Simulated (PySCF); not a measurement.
| atom | x (Å) | y (Å) | z (Å) |
| --- | --- | --- | --- |
| Na | 0.0000 | 0.0000 | -1.7105 |
| Al | 0.0000 | 0.0000 | 1.4575 |

The calculation used PySCF 2.14.0, PBE0/aug-pcseg-1, non-relativistic, at a bond length of 3.168 Å.

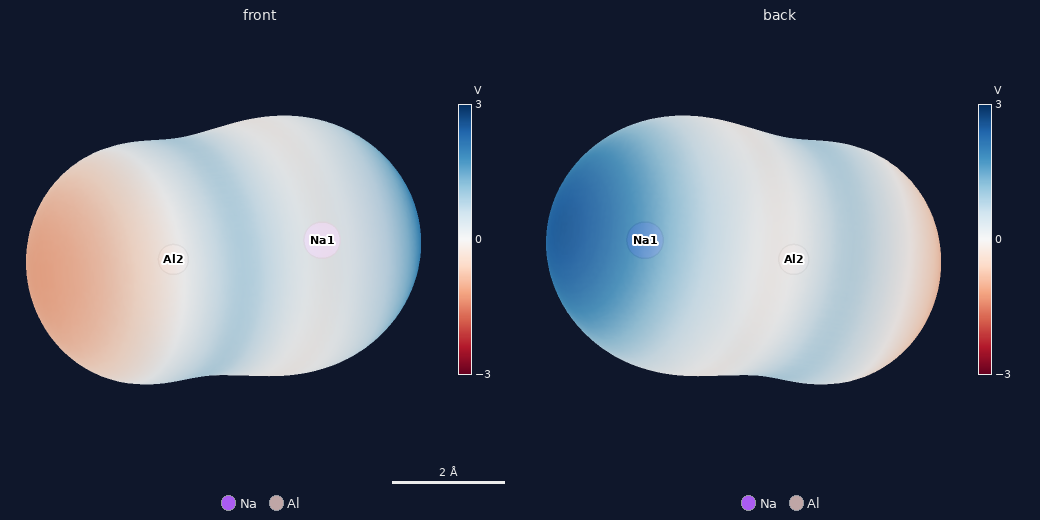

NaAl. The molecular electrostatic potential painted on the density surface at 0.001 e/bohr³, seen from the front and from behind; the colour scale runs from red (negative) to blue (positive).

Question: Where is the surface potential most negative and most positive?

Answer: The most negative region (about −1.1 V) lies over Al2, the most positive (about +2.4 V) over Na1.
